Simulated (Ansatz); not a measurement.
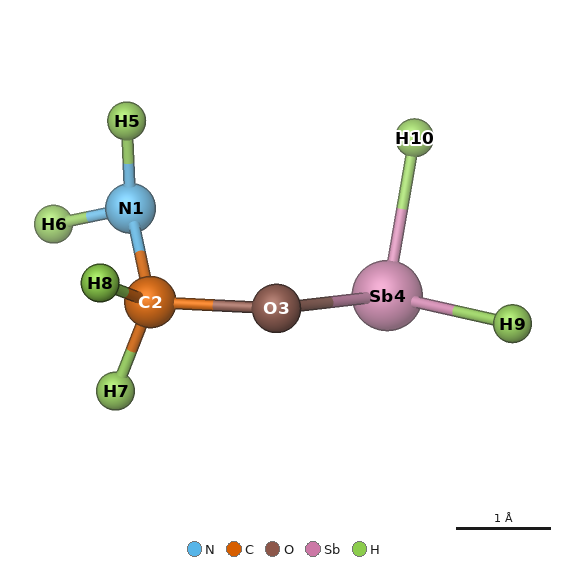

Orthographic view. Distant atoms are faded towards the background colour. The geometry was computed by an optimisation with PBE0-D4/def2-TZVP. No frequency run is at hand to confirm it as a minimum.

List the bonded neighbours of every atom.

N1: C2, H5, H6
C2: N1, O3, H7, H8
O3: C2, Sb4
Sb4: O3, H9, H10
H5: N1
H6: N1
H7: C2
H8: C2
H9: Sb4
H10: Sb4
